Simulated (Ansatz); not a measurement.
Geometry relaxation of CH$_{4}$OSSi

System: CH$_{4}$OSSi, SMILES S[SiH]1CO1.
Method: RKS PBE-D4/def2-SVP (Ansatz 0.2.0).

The geometry: force-field start. Figures and captions count atoms from 1; the log counts them from 0 in places.

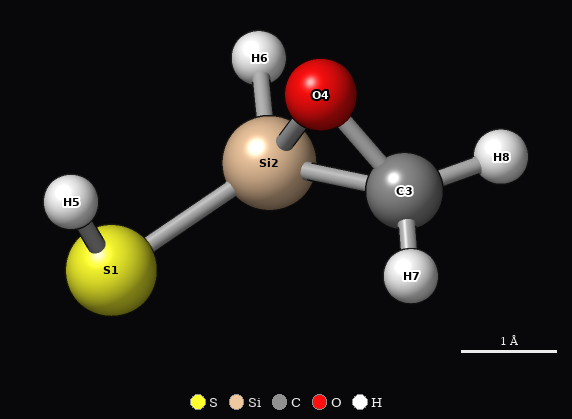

*The input geometry (ball-and-stick view, seen at a tilt; atoms are numbered from 1 in the order of the input).*

Bond lengths as drawn: C–H 1.05 to 1.15 Å, C–O 1.38 Å, C–Si 1.82 Å, H–S 1.33 Å, H–Si 1.50 Å, O–Si 1.65 Å and S–Si 2.07 Å.

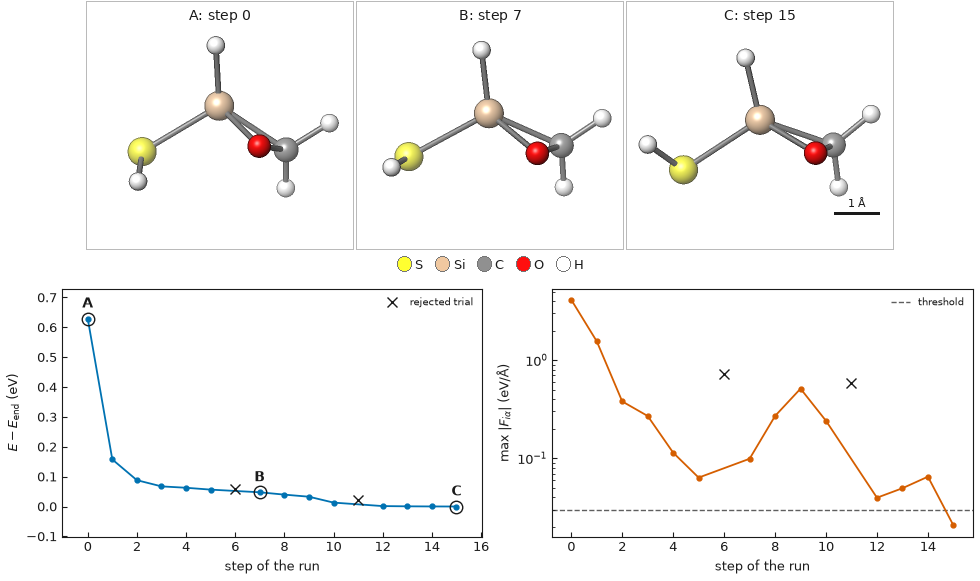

*Frames of the relaxation (ball-and-stick view, seen at a tilt) above the curves, on which the letters mark them (the first geometry is step 0 here and step 1 in the log).*

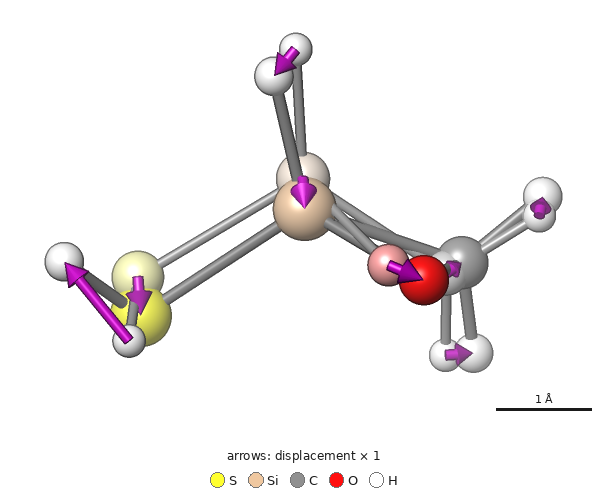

*Start (faint) and end (solid) with the displacements as pink arrows, at true length (ball-and-stick view, seen at a tilt). The two geometries are laid on each other by the best rigid fit.*

The largest move after the best rigid fit is that of H5, 1.08 Å. Largest moves by element: H 1.08 Å, S 0.42 Å, O 0.41 Å, Si 0.40 Å, C 0.22 Å. Among the contacts that change: C3–O4 1.377 → 1.483 Å, S1–Si2 2.065 → 2.137 Å, C3–H7 1.052 → 1.109 Å, Si2–O4 1.650 → 1.706 Å. Among the angles that change: S1–Si2–O4 108.2° → 119.9°, O4–C3–H7 123.9° → 113.8°, O4–Si2–H6 105.4° → 115.4°. The energy falls by 0.629 eV in 15 geometry steps. Largest force component: 4.1 eV/Å at the start, 0.021 eV/Å at the end. The line search rejected the trial steps at points 6, 11 (counted from 0) and went back. (Atoms are counted from 1 in the order of the input.)

These pictures come from the run below.

## Input file
```yaml
crystal:
  periodic: [false, false, false]
  atoms:
    - {symbol: S, position_ang: [-1.835500, 0.485800, -1.035400]}
    - {symbol: Si, position_ang: [0.088300, 0.701800, -0.315300]}
    - {symbol: C, position_ang: [0.887200, -0.868100, 0.125700]}
    - {symbol: O, position_ang: [0.211100, -0.154300, 1.089600]}
    - {symbol: H, position_ang: [-2.448300, 0.304500, 0.129700]}
    - {symbol: H, position_ang: [0.613600, 2.069700, 0.003600]}
    - {symbol: H, position_ang: [0.541700, -1.773000, -0.285300]}
    - {symbol: H, position_ang: [2.034000, -0.823500, 0.231700]}
basis:
  gaussian: {orbitals: def2-SVP}
hamiltonian: {xc: pbe, dispersion: d4}
relax: {f_tol: 0.03, max_steps: 200}
```

Run as:
```bash
ansatz run in.yaml --threads 2 --pin off --events-out ev --progress --plain --max-ram 4352MiB
```

## What the program printed
```
Functional definition: PBE
  name "PBE"
  cite "Perdew, Burke & Ernzerhof, Phys. Rev. Lett. 77, 3865 (1996) doi:10.1103/PhysRevLett.77.3865"
  parent pbe
  parameter kappa = 0.804
  parameter beta = 0.06672455060314922
  exchange = pbe_x(kappa = kappa, mu = beta*pi^2/3)
  correlation = pbe_c(beta = beta)
934 factors; their error is unknown
mean field evaluation 1: about -21832.7216 eV, gradient 5.9e1 eV
mean field evaluation 2: about -21755.9810 eV, gradient 1.8e2 eV
mean field evaluation 4: about -21840.2393 eV, gradient 2.0e1 eV
mean field evaluation 8: about -21841.0365 eV, gradient 5.7e-2 eV
mean field evaluation 16: about -21840.9726 eV, gradient 4.7e-5 eV
mean field -21840.97264604 eV, -802.6409403989 hartree, gradient 4.7e-5 eV, S^2 0.000000; 0 other end points of the search recorded, 0 dependent functions left out
the calculation of the forces begins
reference -21840.97267481 eV, -802.6409414564 hartree; 24, 24 occupied and 60, 60 virtual orbitals, 934 factors
relax step   1: F+E_penalty+E_count = -21841.15236689 eV  Δ(F+E_penalty+E_count) = +0.000e0 eV  max|allowed force component| = 4.121e0 eV/Å  Δτ_max = 0.0000 Å  (27 SCF iters, accepted)
these checks for a lower state are left out or cut short: starts, cluster_reference, orbital_swaps, neighbouring_geometries, increment
934 factors; their error is unknown
mean field -21841.44958828 eV, -802.6584677031 hartree, gradient 2.7e-5 eV, S^2 0.000000; 0 other end points of the search recorded, 0 dependent functions left out
[... from here on the field's lines of each further geometry are left out, up to the last ...]
relax step   2: F+E_penalty+E_count = -21841.62405064 eV  Δ(F+E_penalty+E_count) = -4.717e-1 eV  max|allowed force component| = 1.557e0 eV/Å  Δτ_max = 0.1951 Å  (35 SCF iters, accepted)
relax step   3: F+E_penalty+E_count = -21841.69349099 eV  Δ(F+E_penalty+E_count) = -6.944e-2 eV  max|allowed force component| = 3.798e-1 eV/Å  Δτ_max = 0.1945 Å  (28 SCF iters, accepted)
relax step   4: F+E_penalty+E_count = -21841.71424612 eV  Δ(F+E_penalty+E_count) = -2.076e-2 eV  max|allowed force component| = 2.699e-1 eV/Å  Δτ_max = 0.0545 Å  (29 SCF iters, accepted)
relax step   5: F+E_penalty+E_count = -21841.71888425 eV  Δ(F+E_penalty+E_count) = -4.638e-3 eV  max|allowed force component| = 1.141e-1 eV/Å  Δτ_max = 0.0175 Å  (30 SCF iters, accepted)
relax step   6: F+E_penalty+E_count = -21841.72511706 eV  Δ(F+E_penalty+E_count) = -6.233e-3 eV  max|allowed force component| = 6.361e-2 eV/Å  Δτ_max = 0.0914 Å  (28 SCF iters, accepted)
relax step   7: F+E_penalty+E_count = -21841.72276211 eV  Δ(F+E_penalty+E_count) = +2.355e-3 eV  max|allowed force component| = 7.285e-1 eV/Å  Δτ_max = 0.1962 Å  (29 SCF iters, rejected (line search))
relax step   8: F+E_penalty+E_count = -21841.73401517 eV  Δ(F+E_penalty+E_count) = -8.898e-3 eV  max|allowed force component| = 9.899e-2 eV/Å  Δτ_max = 0.0981 Å  (29 SCF iters, accepted)
relax step   9: F+E_penalty+E_count = -21841.74187596 eV  Δ(F+E_penalty+E_count) = -7.861e-3 eV  max|allowed force component| = 2.700e-1 eV/Å  Δτ_max = 0.0989 Å  (29 SCF iters, accepted)
relax step  10: F+E_penalty+E_count = -21841.74884821 eV  Δ(F+E_penalty+E_count) = -6.972e-3 eV  max|allowed force component| = 5.123e-1 eV/Å  Δτ_max = 0.1481 Å  (28 SCF iters, accepted)
relax step  11: F+E_penalty+E_count = -21841.76855882 eV  Δ(F+E_penalty+E_count) = -1.971e-2 eV  max|allowed force component| = 2.408e-1 eV/Å  Δτ_max = 0.1996 Å  (29 SCF iters, accepted)
relax step  12: F+E_penalty+E_count = -21841.76065347 eV  Δ(F+E_penalty+E_count) = +7.905e-3 eV  max|allowed force component| = 5.867e-1 eV/Å  Δτ_max = 0.1999 Å  (35 SCF iters, rejected (line search))
relax step  13: F+E_penalty+E_count = -21841.78020969 eV  Δ(F+E_penalty+E_count) = -1.165e-2 eV  max|allowed force component| = 3.969e-2 eV/Å  Δτ_max = 0.1000 Å  (29 SCF iters, accepted)
relax step  14: F+E_penalty+E_count = -21841.78102448 eV  Δ(F+E_penalty+E_count) = -8.148e-4 eV  max|allowed force component| = 4.960e-2 eV/Å  Δτ_max = 0.0692 Å  (29 SCF iters, accepted)
relax step  15: F+E_penalty+E_count = -21841.78144173 eV  Δ(F+E_penalty+E_count) = -4.173e-4 eV  max|allowed force component| = 6.501e-2 eV/Å  Δτ_max = 0.0301 Å  (29 SCF iters, accepted)
the calculation of the forces begins
reference -21841.60910233 eV, -802.6643297363 hartree; 24, 24 occupied and 60, 60 virtual orbitals, 934 factors
relax step  16: F+E_penalty+E_count = -21841.78165036 eV  Δ(F+E_penalty+E_count) = -2.086e-4 eV  max|allowed force component| = 2.078e-2 eV/Å  Δτ_max = 0.0071 Å  (31 SCF iters, accepted)
934 factors; their error is unknown
mean field evaluation 128: about -21756.8920 eV, gradient 1.8e2 eV
mean field -21841.60907216 eV, -802.6643286274 hartree, gradient 6.8e-6 eV, S^2 0.000000; 1 other end points of the search recorded, 0 dependent functions left out
the calculation of the forces begins
reference -21841.60910233 eV, -802.6643297363 hartree; 24, 24 occupied and 60, 60 virtual orbitals, 934 factors
Total energy: -21841.78168053 eV, -802.6706718682 hartree
Atom 0 at    -2.026053     0.167243    -0.882698 Å, force    -0.005517     0.000844    -0.001042 eV/Å
Atom 1 at    -0.101369     0.498631    -0.015126 Å, force     0.010015    -0.020784     0.006828 eV/Å
Atom 2 at     1.102101    -0.876509     0.043135 Å, force    -0.002450     0.009263     0.003112 eV/Å
Atom 3 at     0.420056    -0.463614     1.293571 Å, force    -0.002546     0.003474    -0.006058 eV/Å
Atom 4 at    -2.583999     1.273891    -0.312973 Å, force     0.000713    -0.002237    -0.000780 eV/Å
Atom 5 at     0.260286     1.944015     0.068905 Å, force     0.003257     0.010896     0.000185 eV/Å
Atom 6 at     0.823295    -1.891961    -0.303988 Å, force    -0.001672    -0.001161    -0.001675 eV/Å
Atom 7 at     2.197783    -0.708796     0.053475 Å, force    -0.001799    -0.000295    -0.000571 eV/Å
Dipole moment:    -0.029495     0.286882    -0.219106 e Å
```

## Trajectory as extended XYZ (Å, eV, eV/Å), 16 frames, from step=1 to step=16
```
8
Properties=species:S:1:pos:R:3:forces:R:3 step=1 energy=-21841.15237
S    -1.8355    0.4858   -1.0354   -1.2093   0.1918  -1.8591
Si    0.0883    0.7018   -0.3153    0.3259   1.7384  -0.7606
C     0.8872   -0.8681    0.1257    4.1205   1.2588  -0.5589
O     0.2111   -0.1543    1.0896   -0.9914  -0.9520   3.2399
H    -2.4483    0.3045    0.1297   -0.2163  -0.0221   0.9302
H     0.6136    2.0697    0.0036    0.0794  -0.0086  -0.4484
H     0.5417   -1.7730   -0.2853   -1.0668  -1.8674  -0.5000
H     2.0340   -0.8235    0.2317   -1.0421  -0.3389  -0.0432
8
Properties=species:S:1:pos:R:3:forces:R:3 step=2 energy=-21841.62405
S    -1.9643    0.5108   -1.1201    0.1294   0.0897   0.2346
Si   -0.0025    0.6623   -0.2447    0.1400   0.4011  -0.5988
C     0.9757   -0.8632    0.1100    1.5484   0.4675  -0.8108
O     0.1990   -0.2816    1.1376   -0.7512  -0.2700   1.5566
H    -2.4579    0.4976    0.1563   -0.1399   0.0040  -0.1337
H     0.5857    2.0350   -0.0610   -0.1530  -0.1261  -0.1580
H     0.6691   -1.8262   -0.3107   -0.3362  -0.4607   0.0001
H     2.0873   -0.7917    0.2769   -0.4375  -0.1054  -0.0902
8
Properties=species:S:1:pos:R:3:forces:R:3 step=3 energy=-21841.69349
S    -1.9680    0.5433   -1.0913   -0.0881  -0.0140   0.2955
Si    0.0071    0.6407   -0.2223   -0.1357  -0.0782   0.1117
C     1.0410   -0.8635    0.0918   -0.1075  -0.0440  -0.3366
O     0.2086   -0.3377    1.1650   -0.0064  -0.0030   0.2690
H    -2.6282    0.5866    0.1263    0.3529   0.0024  -0.3798
H     0.5680    2.0245   -0.0992   -0.0203  -0.0720  -0.0383
H     0.7319   -1.8586   -0.3022   -0.0301   0.1602   0.0674
H     2.1316   -0.7924    0.2761    0.0353   0.0486   0.0111
8
Properties=species:S:1:pos:R:3:forces:R:3 step=4 energy=-21841.71425
S    -1.9519    0.5306   -1.1156   -0.0209  -0.0359   0.2699
Si   -0.0126    0.6407   -0.1879    0.1045  -0.1968   0.0794
C     1.0301   -0.8596    0.0859   -0.1126   0.0537  -0.1901
O     0.2315   -0.3353    1.2008   -0.0561   0.0680  -0.0138
H    -2.5773    0.5841    0.1070    0.0770   0.0139  -0.2192
H     0.5467    2.0239   -0.0911   -0.0048  -0.0327   0.0007
H     0.6996   -1.8528   -0.2899   -0.0027   0.1165   0.0381
H     2.1260   -0.7888    0.2351    0.0157   0.0132   0.0350
8
Properties=species:S:1:pos:R:3:forces:R:3 step=5 energy=-21841.71888
S    -1.9447    0.5158   -1.1097    0.0034  -0.0371   0.0560
Si   -0.0124    0.6394   -0.1797    0.0812  -0.1141   0.0856
C     1.0280   -0.8562    0.0816   -0.0139   0.0754  -0.0669
O     0.2363   -0.3335    1.2081   -0.0324   0.0328  -0.0600
H    -2.5802    0.5890    0.0973   -0.0021   0.0255  -0.0399
H     0.5497    2.0200   -0.0900   -0.0051  -0.0003   0.0006
H     0.6904   -1.8434   -0.2939   -0.0117   0.0205   0.0152
H     2.1250   -0.7881    0.2307   -0.0194  -0.0026   0.0093
8
Properties=species:S:1:pos:R:3:forces:R:3 step=6 energy=-21841.72512
S    -1.9435    0.4649   -1.1011    0.0210  -0.0500  -0.0030
Si   -0.0206    0.6207   -0.1614   -0.0061   0.0636   0.0037
C     1.0394   -0.8544    0.0729    0.0082  -0.0323   0.0433
O     0.2483   -0.3547    1.2153    0.0077   0.0202  -0.0288
H    -2.5974    0.6764    0.0769   -0.0250   0.0423   0.0036
H     0.5261    2.0086   -0.0808   -0.0179  -0.0061   0.0241
H     0.7048   -1.8414   -0.3012    0.0165  -0.0297  -0.0184
H     2.1349   -0.7772    0.2236   -0.0044  -0.0081  -0.0247
8
Properties=species:S:1:pos:R:3:forces:R:3 step=7 energy=-21841.72276 accepted=F
S    -1.9434    0.3592   -1.0856   -0.3733   0.2818   0.7285
Si   -0.0373    0.5849   -0.1279   -0.1225   0.2442  -0.1361
C     1.0622   -0.8580    0.0608    0.0347  -0.0920   0.1356
O     0.2809   -0.3915    1.2292    0.0656  -0.0302   0.0552
H    -2.6334    0.8631    0.0288    0.4027  -0.2621  -0.7175
H     0.4678    1.9909   -0.0488   -0.0488  -0.0406   0.0388
H     0.7378   -1.8479   -0.3097    0.0474  -0.0815  -0.0501
H     2.1574   -0.7580    0.1975   -0.0058  -0.0196  -0.0545
8
Properties=species:S:1:pos:R:3:forces:R:3 step=8 energy=-21841.73402
S    -1.9432    0.4124   -1.0937   -0.0124  -0.0249   0.0990
Si   -0.0280    0.6072   -0.1469   -0.0098   0.0457  -0.0428
C     1.0484   -0.8617    0.0713    0.0167   0.0466   0.0063
O     0.2725   -0.3648    1.2234    0.0227  -0.0451   0.0275
H    -2.6133    0.7677    0.0448    0.0194   0.0308  -0.0885
H     0.4900    2.0061   -0.0534   -0.0190  -0.0246   0.0122
H     0.7195   -1.8524   -0.2991    0.0022  -0.0173  -0.0073
H     2.1463   -0.7716    0.1980   -0.0198  -0.0113  -0.0064
8
Properties=species:S:1:pos:R:3:forces:R:3 step=9 energy=-21841.74188
S    -1.9475    0.3666   -1.0786   -0.1140   0.0611   0.2700
Si   -0.0375    0.5898   -0.1298   -0.0334   0.0581  -0.0458
C     1.0608   -0.8640    0.0661   -0.0262   0.0120   0.0341
O     0.2923   -0.3841    1.2320    0.0368  -0.0285   0.0221
H    -2.6319    0.8588    0.0111    0.1407  -0.0540  -0.2642
H     0.4596    1.9962   -0.0382   -0.0234  -0.0236   0.0210
H     0.7379   -1.8579   -0.3013    0.0210  -0.0163  -0.0167
H     2.1582   -0.7624    0.1830   -0.0016  -0.0088  -0.0205
8
Properties=species:S:1:pos:R:3:forces:R:3 step=10 energy=-21841.74885
S    -1.9595    0.3031   -1.0492   -0.2702   0.2861   0.5123
Si   -0.0548    0.5630   -0.1027   -0.0156   0.0105  -0.0184
C     1.0775   -0.8685    0.0608   -0.0777  -0.0052   0.0328
O     0.3254   -0.4121    1.2475    0.0275   0.0201  -0.0085
H    -2.6472    0.9921   -0.0516    0.3176  -0.2774  -0.4984
H     0.4102    1.9801   -0.0128   -0.0288  -0.0189   0.0274
H     0.7656   -1.8683   -0.3017    0.0421  -0.0057  -0.0208
H     2.1749   -0.7465    0.1540    0.0051  -0.0096  -0.0264
8
Properties=species:S:1:pos:R:3:forces:R:3 step=11 energy=-21841.76856
S    -1.9915    0.2247   -0.9677   -0.0472   0.0997   0.0832
Si   -0.0749    0.5344   -0.0696   -0.0777   0.0579   0.0807
C     1.0858   -0.8703    0.0538   -0.0044   0.0047   0.0237
O     0.3691   -0.4323    1.2684    0.0488  -0.0107  -0.0377
H    -2.6301    1.1459   -0.1776    0.0926  -0.0837  -0.1099
H     0.3343    1.9691    0.0373   -0.0265  -0.0442  -0.0245
H     0.8197   -1.8796   -0.2983   -0.2264  -0.2041  -0.0733
H     2.1797   -0.7490    0.0982    0.2408   0.1805   0.0577
8
Properties=species:S:1:pos:R:3:forces:R:3 step=12 energy=-21841.76065 accepted=F
S    -1.9916    0.1437   -0.8985    0.0631   0.0228   0.0897
Si   -0.0980    0.5133    0.0291    0.1219  -0.1491   0.0294
C     1.0871   -0.8772    0.0407   -0.0656   0.2783   0.2353
O     0.4620   -0.4300    1.3433    0.0184  -0.2003  -0.5867
H    -2.5957    1.2351   -0.3532   -0.0548   0.0467   0.0218
H     0.2808    1.9543    0.0961   -0.0473   0.0360  -0.0154
H     0.7629   -1.8781   -0.3169    0.0427   0.0392   0.1868
H     2.1845   -0.7183    0.0037   -0.0783  -0.0737   0.0390
8
Properties=species:S:1:pos:R:3:forces:R:3 step=13 energy=-21841.78021
S    -2.0000    0.1943   -0.9320   -0.0058   0.0074   0.0302
Si   -0.0888    0.5166   -0.0311   -0.0065  -0.0156  -0.0176
C     1.0945   -0.8755    0.0492   -0.0009  -0.0013  -0.0394
O     0.4062   -0.4492    1.2863   -0.0078   0.0179   0.0397
H    -2.6095    1.2091   -0.2523    0.0102  -0.0031  -0.0207
H     0.2943    1.9565    0.0573   -0.0014   0.0017   0.0073
H     0.8038   -1.8874   -0.2974   -0.0016  -0.0122  -0.0164
H     2.1917   -0.7214    0.0643    0.0138   0.0051   0.0169
8
Properties=species:S:1:pos:R:3:forces:R:3 step=14 energy=-21841.78102
S    -2.0270    0.1788   -0.8911    0.0121  -0.0355  -0.0145
Si   -0.0997    0.4996   -0.0223    0.0158  -0.0189   0.0047
C     1.1045   -0.8766    0.0465    0.0040   0.0254  -0.0124
O     0.4109   -0.4643    1.2899    0.0006  -0.0013  -0.0091
H    -2.5963    1.2638   -0.2927    0.0144   0.0139   0.0080
H     0.2708    1.9425    0.0546    0.0047   0.0213   0.0171
H     0.8269   -1.8893   -0.3097   -0.0019  -0.0087   0.0188
H     2.2019   -0.7116    0.0691   -0.0496   0.0038  -0.0126
8
Properties=species:S:1:pos:R:3:forces:R:3 step=15 energy=-21841.78144
S    -2.0286    0.1633   -0.8822   -0.0096   0.0650   0.0368
Si   -0.1035    0.4981   -0.0152    0.0311  -0.0513   0.0033
C     1.1020   -0.8761    0.0430    0.0038   0.0281   0.0091
O     0.4188   -0.4638    1.2938   -0.0024   0.0001  -0.0212
H    -2.5777    1.2770   -0.3123    0.0047  -0.0487  -0.0299
H     0.2590    1.9435    0.0682   -0.0051   0.0097  -0.0012
H     0.8240   -1.8914   -0.3057   -0.0015   0.0002   0.0053
H     2.1981   -0.7077    0.0547   -0.0211  -0.0032  -0.0022
8
Properties=species:S:1:pos:R:3:forces:R:3 step=16 energy=-21841.78165
S    -2.0261    0.1672   -0.8827   -0.0055   0.0008  -0.0010
Si   -0.1014    0.4986   -0.0151    0.0100  -0.0208   0.0068
C     1.1021   -0.8765    0.0431   -0.0024   0.0093   0.0031
O     0.4201   -0.4636    1.2936   -0.0025   0.0035  -0.0061
H    -2.5840    1.2739   -0.3130    0.0007  -0.0022  -0.0008
H     0.2603    1.9440    0.0689    0.0033   0.0109   0.0002
H     0.8233   -1.8920   -0.3040   -0.0017  -0.0012  -0.0017
H     2.1978   -0.7088    0.0535   -0.0018  -0.0003  -0.0006
```

## Results in brief

```json
{"quantity": "outcome", "value": "converged"}
{"quantity": "total energy", "value": "−21841.7817 eV"}
{"quantity": "mean-field energy", "value": "−21841.6091 eV"}
{"quantity": "dispersion energy", "value": "−0.1726 eV"}
{"quantity": "SCF solution under orbital rotations", "value": "stable"}
{"quantity": "largest force (length of the vector) at the end", "value": "0.024 eV/Å"}
{"quantity": "dipole moment", "value": "1.74 D"}
{"quantity": "hardware", "value": "2 threads of Arm Neoverse V2, 23 GiB of memory available, shared host"}
{"quantity": "wall time", "value": "20 s (CPU time 37 s)"}
{"quantity": "peak memory", "value": "0.15 GiB"}
```
